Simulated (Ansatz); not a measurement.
**Ligand exchange: C2H9ClSi2 + C2Cl3F3 → C2H9FSi2 + C2Cl4F2**

Species: C2H9ClSi2 `CC[SiH]([SiH3])Cl`, singlet; C2Cl3F3 (1,1,1-trichlorotrifluoroethane) `FC(F)(F)C(Cl)(Cl)Cl`, singlet; C2H9FSi2 `CC[SiH](F)[SiH3]`, singlet; C2Cl4F2 (1,1,1,2-tetrachloro-2,2-difluoroethane) `FC(F)(Cl)C(Cl)(Cl)Cl`, singlet. The partners trade Cl for F: Si–Cl and C–F bonds give way to Si–F and C–Cl.

Shapes, held fixed at every level: PBE0-D4/def2-TZVP. Flexible molecules stand in one conformer, not always the lowest. Programs: Ansatz 0.2.0. Electronic energies: no zero-point or thermal term.

```tsv
level	kind	ΔE (kJ/mol)	less CCSD(T)/CBS estimate
HF/def2-TZVPP	Hartree–Fock	+24.8	+22.9
r2SCAN-D4/def2-TZVPP	meta-GGA	+9.9	+8.0
wB97M-V/def2-TZVPP	range-separated hybrid	+8.8	+6.9
MP2/def2-TZVPP	perturbation theory	+1.9	0.0
CCSD(T)/def2-TZVPP	coupled cluster or CI	+7.3	+5.4
CCSD/def2-TZVPP	coupled cluster or CI	+9.8	+7.9
CCSD(T)/CBS estimate	coupled cluster or CI	+1.9	0.0
```

The highest level, CCSD(T)/CBS estimate, gives ΔE = +1.9 kJ/mol; the levels span +1.9 to +24.8. That is about zero within the method's error. The column of differences is taken from that level and isn't an error. No measured value is set beside it here. The CBS estimate extrapolates MP2 from def2-TZVPP and def2-QZVPP and adds CCSD(T) − MP2 in the triple-zeta set, cores frozen.

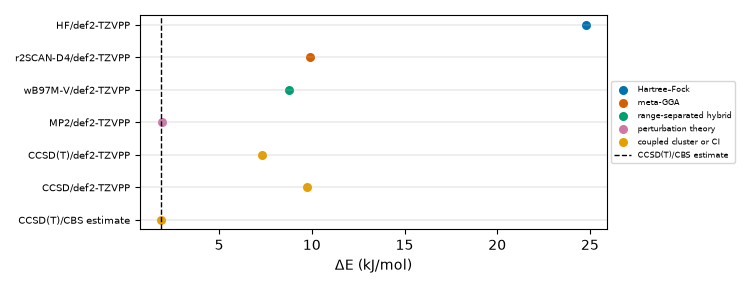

The values of the table, level by level.
